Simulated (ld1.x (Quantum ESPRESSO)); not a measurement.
# Potentials for Ta that differ in a few settings

One potential is built and tested. Then a few of its settings are changed, to learn what that costs or gains.

Program: ld1.x (Quantum ESPRESSO) 7.5. Reference atom: PBE, scalar-relativistic, spherical and spin-unpolarised. All values are calculated.

6 further runs of the same task are left out: 5 that didn't finish, 1 set aside as unsound or not needed.

## 1. The atom and the settings

The settings as typed:

* element: tantalum (Ta, Z = 73)
* type: norm-conserving Troullier–Martins (Kleinman–Bylander form)
* frozen core: [Kr] 4d10 4f14
* valence charge: 13
* reference configuration: 5s2 5p6 5d3 6s2 6p0
* partial waves: 5p (bound): rc 2.10 bohr; 5d (bound): rc 1.65 bohr; 5s (bound): rc 1.75 bohr
* occupied shells without a wave: 6s
* local potential: the s channel
* core correction: a·sin(br)/r model core inside 1.62 bohr

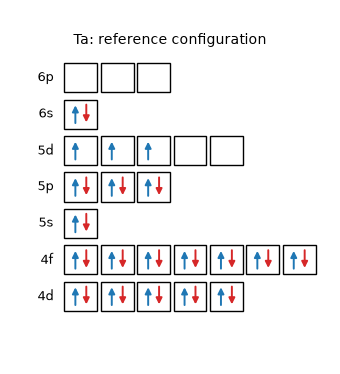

The outer shells as boxes. The arrows follow Hund's rule for the drawing; the calculation itself is spin-unpolarised.

## 2. The first potential

Ta.in reads:

```
 &input
   title='Ta', zed=73., rel=1, dft='PBE', iswitch=3,
   config='[Xe] 4f14 5d3 6s2 6p0',
   nld=3, rlderiv=2.30, eminld=-7.0, emaxld=5.0, deld=0.02
 /
 &inputp
   pseudotype=2, tm=.true., lloc=0,
   nlcc=.true., rcore=1.62,
   file_pseudopw='Ta.UPF', file_wfcaegen='ae.wfc', file_wfcncgen='nc.wfc', file_beta='beta', file_chi='chi'
 /
3
5P  2  1   6.00   0.00  2.10  2.10  0.0
5D  3  2   3.00   0.00  1.65  1.65  0.0
5S  1  0   2.00   0.00  1.75  1.75  0.0
 &test
   configts(1)='5s2 5p6 5d3 6s2 6p0'
 /
```

On the command line:

```console
$ ld1.x < Ta.in > Ta.out
```

The output, Ta.out (without the banner and most projector matrices):

```text
     Program LD1 v.7.5
     --------------------------- All-electron run ----------------------------

     Ta
     scalar relativistic calculation

     atomic number is 73.00
     dft =PBE   lsd =0 sic =0 latt =0  beta=0.20 tr2=1.0E-14
     Exchange-correlation= PBE
                           (   1   4   3   4   0   0   0)
     mesh =1273 r(mesh) = 100.43799 a.u. xmin = -7.00 dx = 0.01250
     1 Ry =  13.60569312 eV, c = 137.03599908

     n l     nl                  e(Ry)          e(Ha)          e(eV)
     1 0     1S 1( 2.00)     -4951.7605     -2475.8802    -67372.1337
     2 0     2S 1( 2.00)      -850.7551      -425.3776    -11575.1131
     2 1     2P 1( 6.00)      -745.4767      -372.7383    -10142.7271
     3 0     3S 1( 2.00)      -194.8940       -97.4470     -2651.6676
     3 1     3P 1( 6.00)      -163.5864       -81.7932     -2225.7059
     4 0     4S 1( 2.00)       -39.7359       -19.8680      -540.6347
     4 1     4P 1( 6.00)       -29.4680       -14.7340      -400.9329
     3 2     3D 1(10.00)      -127.0809       -63.5405     -1729.0238
     5 0     5S 1( 2.00)        -5.3656        -2.6828       -73.0021
     5 1     5P 1( 6.00)        -2.8957        -1.4479       -39.3986
     4 2     4D 1(10.00)       -16.3309        -8.1655      -222.1936
     4 3     4F 1(14.00)        -1.8157        -0.9079       -24.7045
     5 2     5D 1( 3.00)        -0.2639        -0.1320        -3.5906
     6 0     6S 1( 2.00)        -0.4000        -0.2000        -5.4422
     6 1     6P 1( 0.00)        -0.1023        -0.0511        -1.3912

     final scf error:  3.6E-15 reached in  29 iterations

     Etot =  -31209.127621 Ry,  -15604.563811 Ha, -424621.813051 eV

     Ekin =   34296.311234 Ry,   17148.155617 Ha,  466625.085897 eV
     Encl =  -77083.937462 Ry,  -38541.968731 Ha,-1048780.397823 eV
     Eh   =   12208.679052 Ry,    6104.339526 Ha,  166107.540617 eV
     Exc  =    -630.180445 Ry,    -315.090222 Ha,   -8574.041741 eV

     normalization and overlap integrals

     s(1S/1S) =  1.000000  <r> =   0.0187  <r2> =    0.0005  r(max) =   0.0116
     s(2S/2S) =  1.000000  <r> =   0.0789  <r2> =    0.0074  r(max) =   0.0670
     s(2P/2P) =  1.000000  <r> =   0.0706  <r2> =    0.0061  r(max) =   0.0549
     s(3S/3S) =  1.000000  <r> =   0.2048  <r2> =    0.0479  r(max) =   0.1891
     s(3P/3P) =  1.000000  <r> =   0.2049  <r2> =    0.0487  r(max) =   0.1868
     s(4S/4S) =  1.000000  <r> =   0.4587  <r2> =    0.2376  r(max) =   0.4262
     s(4P/4P) =  1.000000  <r> =   0.4877  <r2> =    0.2706  r(max) =   0.4480
     s(3D/3D) =  1.000000  <r> =   0.1856  <r2> =    0.0404  r(max) =   0.1529
     s(5S/5S) =  1.000000  <r> =   1.1000  <r2> =    1.3609  r(max) =   0.9847
     s(5P/5P) =  1.000000  <r> =   1.2940  <r2> =    1.9028  r(max) =   1.1298
     s(4D/4D) =  1.000000  <r> =   0.5231  <r2> =    0.3173  r(max) =   0.4593
     s(4F/4F) =  1.000000  <r> =   0.6395  <r2> =    0.5210  r(max) =   0.4424
     s(5D/5D) =  1.000000  <r> =   2.2575  <r2> =    6.3202  r(max) =   1.5833
     s(6S/6S) =  1.000000  <r> =   3.2994  <r2> =   12.4368  r(max) =   2.7789
     s(6P/6P) =  1.000000  <r> =   4.9596  <r2> =   28.8401  r(max) =   3.8944

     ------------------------ End of All-electron run ------------------------

     --------------------- Generating NC pseudopotential ---------------------

      Generating local pot.: lloc=0, matching radius rcloc =   1.7500

      Computing core charge for nlcc:

       r > 1.62 : true rho core
       r < 1.62 : rho core = a sin(br)/r    a=   1.01  b=   1.59

      Integrated core pseudo-charge :   3.23

      Wfc   5P  rcut= 2.085  Using Troullier-Martins method

      Wfc   5D  rcut= 1.665  Using Troullier-Martins method

     ------------------- End of pseudopotential generation -------------------

     [... the all-electron block is printed once more ...]


     Computing logarithmic derivative in   2.28945

       Warning: n=2, l=1 expected 0 nodes, found 1
       Setting wfc to zero for this iteration
       (This warning will only be printed once per wavefunction)

     Computing logarithmic derivative in   2.28945
     Computing the partial wave expansion
       no projector for channel:   0
     R is outside the sphere for l=    1 j= 0.00
     R is outside the sphere for l=    2 j= 0.00

     ---------------------- Testing the pseudopotential ----------------------

     Ta
     scalar relativistic calculation

     atomic number is 73.00   valence charge is 13.00
     dft =PBE   lsd =0 sic =0 latt =0  beta=0.20 tr2=1.0E-14
     mesh =1273 r(mesh) = 100.43799 xmin = -7.00 dx = 0.01250

     n l     nl             e AE (Ry)        e PS (Ry)    De AE-PS (Ry)
     1 0     5S   1( 2.00)       -5.36556       -5.36555       -0.00000
     2 1     5P   1( 6.00)       -2.89574       -2.89574        0.00000
     3 2     5D   1( 3.00)       -0.26390       -0.26390       -0.00001
     2 0     6S   1( 2.00)       -0.40000       -0.51647        0.11647  !
     3 1     6P   1( 0.00)       -0.10225       -0.10397        0.00172

     eps = 3.0E-15  iter = 22

     Etot =  -31209.127621 Ry,  -15604.563811 Ha, -424621.813051 eV
     Etotps =  -121.564697 Ry,     -60.782348 Ha,   -1653.971955 eV

     Ekin =      34.762014 Ry,      17.381007 Ha,     472.961292 eV
     Encl =    -234.753819 Ry,    -117.376910 Ha,   -3193.988423 eV
     Ehrt =      93.321032 Ry,      46.660516 Ha,    1269.697320 eV
     Ecxc =     -16.398272 Ry,      -8.199136 Ha,    -223.109857 eV
     (Ecc =      -1.505884 Ry,      -0.752942 Ha,     -20.488597 eV)
     Epseu=       1.504349 Ry,       0.752175 Ha,      20.467712 eV

     ---------------------- End of pseudopotential test ----------------------
```

It took 5.5 s on 1 thread, shared host. This counts the later configuration tests of the new file too.

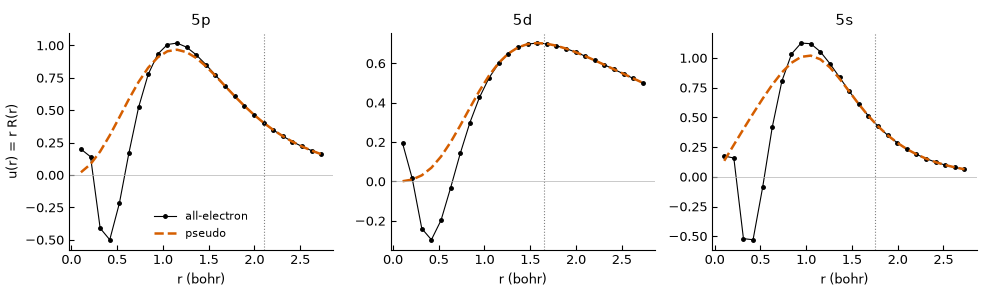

Bound waves of the atom and their pseudo partners (5p, 5d, 5s), with the matching radii dotted. The curves join 26 sampled radii, too few to resolve the innermost nodes.

## 3. Configuration tests

Ta.test.in reads:

```
 &input
   title='Ta', zed=73., rel=1, dft='PBE', iswitch=2,
   config='[Xe] 4f14 5d3 6s2 6p0'
 /
 &test
   file_pseudo='Ta.UPF', nconf=8,
   configts(1)='5s2 5p6 5d3 6s2 6p0',
   configts(2)='5s2 5p6 5d3 6s1 6p0',
   configts(3)='5s2 5p6 5d3 6s0 6p0',
   configts(4)='5s2 5p6 5d2 6s0 6p0',
   configts(5)='5s2 5p6 5d3.5 6s1.5 6p0',
   configts(6)='5s2 5p6 5d3 6s0 6p2',
   configts(7)='5s2 5p6 5d3 6s1.5 6p0',
   configts(8)='5s2 5p6 5d3 6s1 6p1'
 /
```

On the command line:

```console
$ ld1.x < Ta.test.in > Ta.test.out
```

Ta.test.out, the pseudopotential blocks, each with the warnings that came before it:

```text
     Warning: n=2, l=1 expected 0 nodes, found 1
     ---------------------- Testing the pseudopotential ----------------------

     Ta
     scalar relativistic calculation

     atomic number is 73.00   valence charge is 13.00
     dft =PBE   lsd =0 sic =0 latt =0  beta=0.20 tr2=1.0E-14
     mesh =1273 r(mesh) = 100.43799 xmin = -7.00 dx = 0.01250

     n l     nl             e AE (Ry)        e PS (Ry)    De AE-PS (Ry)
     1 0     5S   1( 2.00)       -5.36556       -5.36555       -0.00000
     2 1     5P   1( 6.00)       -2.89574       -2.89574        0.00000
     3 2     5D   1( 3.00)       -0.26390       -0.26390       -0.00001
     2 0     6S   1( 2.00)       -0.40000       -0.51647        0.11647  !
     3 1     6P   1( 0.00)       -0.10225       -0.10397        0.00172

     eps = 3.0E-15  iter = 22

     Etot =  -31209.127621 Ry,  -15604.563811 Ha, -424621.813051 eV
     Etotps =  -121.564696 Ry,     -60.782348 Ha,   -1653.971955 eV

     Ekin =      34.762014 Ry,      17.381007 Ha,     472.961293 eV
     Encl =    -234.753819 Ry,    -117.376910 Ha,   -3193.988423 eV
     Ehrt =      93.321032 Ry,      46.660516 Ha,    1269.697320 eV
     Ecxc =     -16.398272 Ry,      -8.199136 Ha,    -223.109857 eV
     (Ecc =      -1.505884 Ry,      -0.752942 Ha,     -20.488597 eV)
     Epseu=       1.504349 Ry,       0.752175 Ha,      20.467712 eV

     ---------------------- End of pseudopotential test ----------------------

     ---------------------- Testing the pseudopotential ----------------------

     Ta
     [...]
     n l     nl             e AE (Ry)        e PS (Ry)    De AE-PS (Ry)
     1 0     5S   1( 2.00)       -5.89499       -5.98300        0.08801  !
     2 1     5P   1( 6.00)       -3.42663       -3.50567        0.07904  !
     3 2     5D   1( 3.00)       -0.77071       -0.83028        0.05958  !
     2 0     6S   1( 1.00)       -0.85403       -1.04719        0.19316  !
     3 1     6P   1( 0.00)       -0.48603       -0.52853        0.04250  !

     eps = 9.6E-15  iter = 17

     Etot =  -31208.505287 Ry,  -15604.252643 Ha, -424613.345756 eV
     Etotps =  -120.789050 Ry,     -60.394525 Ha,   -1643.418753 eV
     dEtot_ae =       0.622335 Ry
     dEtot_ps =       0.775646 Ry,   Delta E=      -0.153311 Ry

     [...]
     ---------------------- End of pseudopotential test ----------------------

     Warning: n=2, l=0 expected 1 nodes, found 2
     ---------------------- Testing the pseudopotential ----------------------

     Ta
     [...]
     n l     nl             e AE (Ry)        e PS (Ry)    De AE-PS (Ry)
     1 0     5S   1( 2.00)       -6.50856       -6.70585        0.19729  !
     2 1     5P   1( 6.00)       -4.03906       -4.21471        0.17565  !
     3 2     5D   1( 3.00)       -1.34589       -1.47874        0.13284  !
     2 0     6S   1( 0.00)       -1.35483       -1.64445        0.28962  !
     3 1     6P   1( 0.00)       -0.92183       -1.02108        0.09925  !

     eps = 9.3E-15  iter = 15

     Etot =  -31207.404856 Ry,  -15603.702428 Ha, -424598.373630 eV
     Etotps =  -119.448301 Ry,     -59.724151 Ha,   -1625.176931 eV
     dEtot_ae =       1.722766 Ry
     dEtot_ps =       2.116395 Ry,   Delta E=      -0.393629 Ry

     [...]
     ---------------------- End of pseudopotential test ----------------------

     ---------------------- Testing the pseudopotential ----------------------

     Ta
     [...]
     n l     nl             e AE (Ry)        e PS (Ry)    De AE-PS (Ry)
     1 0     5S   1( 2.00)       -7.42588       -7.65247        0.22658  !
     2 1     5P   1( 6.00)       -4.93499       -5.13882        0.20383  !
     3 2     5D   1( 2.00)       -2.14090       -2.30096        0.16006  !
     2 0     6S   1( 0.00)       -1.99759       -2.37024        0.37265  !
     3 1     6P   1( 0.00)       -1.47763       -1.60852        0.13089  !

     eps = 4.2E-15  iter = 17

     Etot =  -31205.670024 Ry,  -15602.835012 Ha, -424574.770038 eV
     Etotps =  -117.566305 Ry,     -58.783152 Ha,   -1599.571063 eV
     dEtot_ae =       3.457598 Ry
     dEtot_ps =       3.998392 Ry,   Delta E=      -0.540794 Ry

     [...]
     ---------------------- End of pseudopotential test ----------------------

     ---------------------- Testing the pseudopotential ----------------------

     Ta
     [...]
     n l     nl             e AE (Ry)        e PS (Ry)    De AE-PS (Ry)
     1 0     5S   1( 2.00)       -5.29966       -5.33111        0.03145  !
     2 1     5P   1( 6.00)       -2.83483       -2.86097        0.02615  !
     3 2     5D   1( 3.50)       -0.22638       -0.24159        0.01521  !
     2 0     6S   1( 1.50)       -0.38103       -0.50420        0.12317  !
     3 1     6P   1( 0.00)       -0.09494       -0.10152        0.00658  !

     eps = 5.7E-16  iter = 24

     Etot =  -31209.054965 Ry,  -15604.527482 Ha, -424620.824512 eV
     Etotps =  -121.435854 Ry,     -60.717927 Ha,   -1652.218962 eV
     dEtot_ae =       0.072656 Ry
     dEtot_ps =       0.128843 Ry,   Delta E=      -0.056186 Ry

     [...]
     ---------------------- End of pseudopotential test ----------------------

     ---------------------- Testing the pseudopotential ----------------------

     Ta
     [...]
     n l     nl             e AE (Ry)        e PS (Ry)    De AE-PS (Ry)
     1 0     5S   1( 2.00)       -5.58116       -5.70714        0.12598  !
     2 1     5P   1( 6.00)       -3.11085       -3.21808        0.10723  !
     3 2     5D   1( 3.00)       -0.44460       -0.51057        0.06596  !
     2 0     6S   1( 0.00)       -0.53050       -0.68965        0.15915  !
     3 1     6P   1( 2.00)       -0.19814       -0.21642        0.01828  !

     eps = 2.2E-15  iter = 19

     Etot =  -31208.495905 Ry,  -15604.247952 Ha, -424613.218109 eV
     Etotps =  -120.650987 Ry,     -60.325493 Ha,   -1641.540300 eV
     dEtot_ae =       0.631717 Ry
     dEtot_ps =       0.913710 Ry,   Delta E=      -0.281993 Ry

     [...]
     ---------------------- End of pseudopotential test ----------------------

     ---------------------- Testing the pseudopotential ----------------------

     Ta
     [...]
     n l     nl             e AE (Ry)        e PS (Ry)    De AE-PS (Ry)
     1 0     5S   1( 2.00)       -5.61855       -5.65984        0.04129  !
     2 1     5P   1( 6.00)       -3.14972       -3.18699        0.03727  !
     3 2     5D   1( 3.00)       -0.50765       -0.53564        0.02799  !
     2 0     6S   1( 1.50)       -0.62035       -0.77257        0.15222  !
     3 1     6P   1( 0.00)       -0.28613       -0.30593        0.01981  !

     eps = 4.8E-15  iter = 27

     Etot =  -31208.873240 Ry,  -15604.436620 Ha, -424618.352017 eV
     Etotps =  -121.243273 Ry,     -60.621637 Ha,   -1649.598769 eV
     dEtot_ae =       0.254381 Ry
     dEtot_ps =       0.321423 Ry,   Delta E=      -0.067042 Ry

     [...]
     ---------------------- End of pseudopotential test ----------------------

     ---------------------- Testing the pseudopotential ----------------------

     Ta
     [...]
     n l     nl             e AE (Ry)        e PS (Ry)    De AE-PS (Ry)
     1 0     5S   1( 2.00)       -5.47783       -5.53747        0.05963  !
     2 1     5P   1( 6.00)       -3.00804       -3.05920        0.05116  !
     3 2     5D   1( 3.00)       -0.35949       -0.39159        0.03211  !
     2 0     6S   1( 1.00)       -0.47090       -0.62209        0.15119  !
     3 1     6P   1( 1.00)       -0.15433       -0.16478        0.01045  !

     eps = 4.5E-15  iter = 23

     Etot =  -31208.820510 Ry,  -15604.410255 Ha, -424617.634589 eV
     Etotps =  -121.129722 Ry,     -60.564861 Ha,   -1648.053821 eV
     dEtot_ae =       0.307111 Ry
     dEtot_ps =       0.434975 Ry,   Delta E=      -0.127864 Ry

     [...]
     ---------------------- End of pseudopotential test ----------------------
```

Excitation and ionisation energies from 5s2 5p6 5d3 6s2 6p0, with the error of the potential. A star marks tests that logged a warning.

```csv
valence configuration,charge,ΔE all-electron (eV),error AE − PS (meV)
5s2 5p6 5d3 6s1 6p0,+1,8.467,-2086
5s2 5p6 5d3 6s0 6p0 *,+2,23.439,-5356
5s2 5p6 5d2 6s0 6p0,+3,47.043,-7358
5s2 5p6 5d3.5 6s1.5 6p0,0,0.989,-764
5s2 5p6 5d3 6s0 6p2,0,8.595,-3837
5s2 5p6 5d3 6s1.5 6p0,+0.5,3.461,-912
5s2 5p6 5d3 6s1 6p1,0,4.178,-1740
```

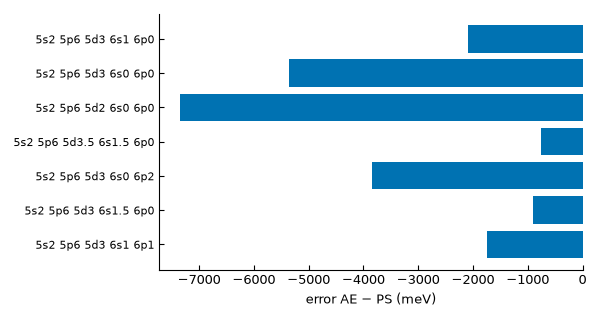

Error of the potential in each test configuration.

## 4. Logarithmic derivatives

Taken from the files of the generation run. The phase is arctan(r·u′/u) with u = r·R, unwrapped, with energies in Ry. A pole is an energy at which the radial function vanishes at the test radius. The pseudo phase is shifted by a multiple of π to meet the all-electron one at the reference energy. Levels narrower than the energy grid can be missing from the poles. The last column is the largest difference on the grid between −1 and +1 Ry.

```tsv
channel	radius (bohr)	reference (Ry)	poles AE	poles PS	window around the reference with phases within 0.05 rad (Ry)	largest difference near zero (rad)
s	2.29	-5.37	-5.25, 4.58	-5.25, 2.38	below -1.7	0.980
p	2.29	-2.90	-2.57	-2.57	below 1.4	0.020
d	2.29	-0.26	1.03	1.03	below 4.7	0.001
```

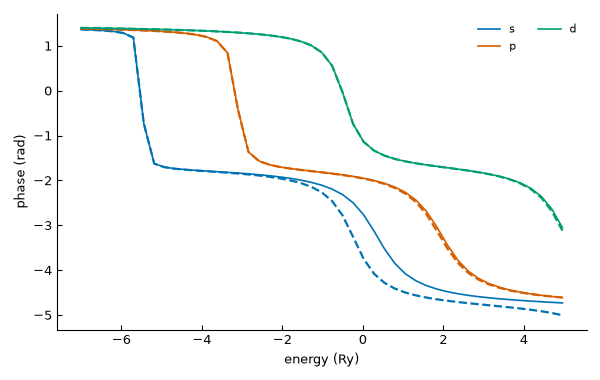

All-electron (solid) and pseudo (dashed) phases against energy.

(Part 1 of 2 ends here.)
